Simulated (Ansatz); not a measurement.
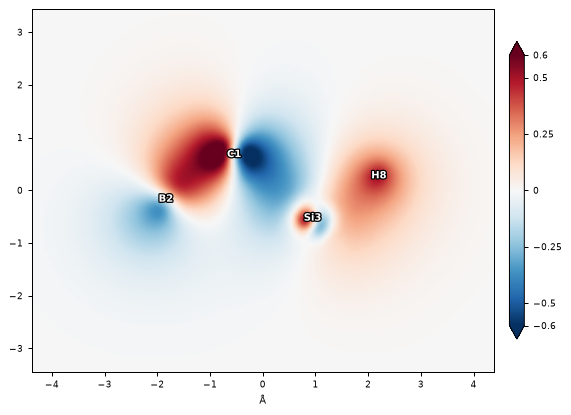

*CH7BSi. The HOMO on the plane of atoms B2, C1 and Si3 (values in Å⁻³ᐟ²; the overall sign is arbitrary).*

Geometry: B3LYP-D3(BJ)/def2-SVP.

Theory: Ansatz 0.2.0, isolated molecule in a Gaussian basis; Kohn-Sham density functional theory, functional PBE0.

The calculation's input:

```
crystal:
  periodic: [false, false, false]
  atoms:
    - {symbol: C, position_ang: [-1.591419, 1.089320, -1.227361]}
    - {symbol: B, position_ang: [-0.466613, 0.144831, -1.695948]}
    - {symbol: Si, position_ang: [-1.863420, 0.787744, 0.639040]}
    - {symbol: H, position_ang: [-0.717817, -0.977646, -2.067293]}
    - {symbol: H, position_ang: [0.691775, 0.483633, -1.631132]}
    - {symbol: H, position_ang: [-1.347038, 2.162259, -1.300699]}
    - {symbol: H, position_ang: [-2.574972, 0.888967, -1.684408]}
    - {symbol: H, position_ang: [-2.947934, 1.693393, 1.116791]}
    - {symbol: H, position_ang: [-0.621138, 1.077818, 1.410200]}
    - {symbol: H, position_ang: [-2.269335, -0.623673, 0.894299]}
basis:
  gaussian: {orbitals: def2-TZVPD}
hamiltonian: {xc: pbe0}
output: {forces: true, orbitals: {seedname: orbitals}}
```

Command:

```sh
ansatz run input.yaml --threads 1 --pin off --max-ram 2610MiB --events-out events.jsonl --progress --plain --runs-dir runs
```

Q: Where does this orbital lie, and at what energy?

A: It lies mainly on C1 (about 35 %), Si3 (about 20 %), B2 (about 20 %) and H8 (about 10 %). Its energy is −9.04 eV.
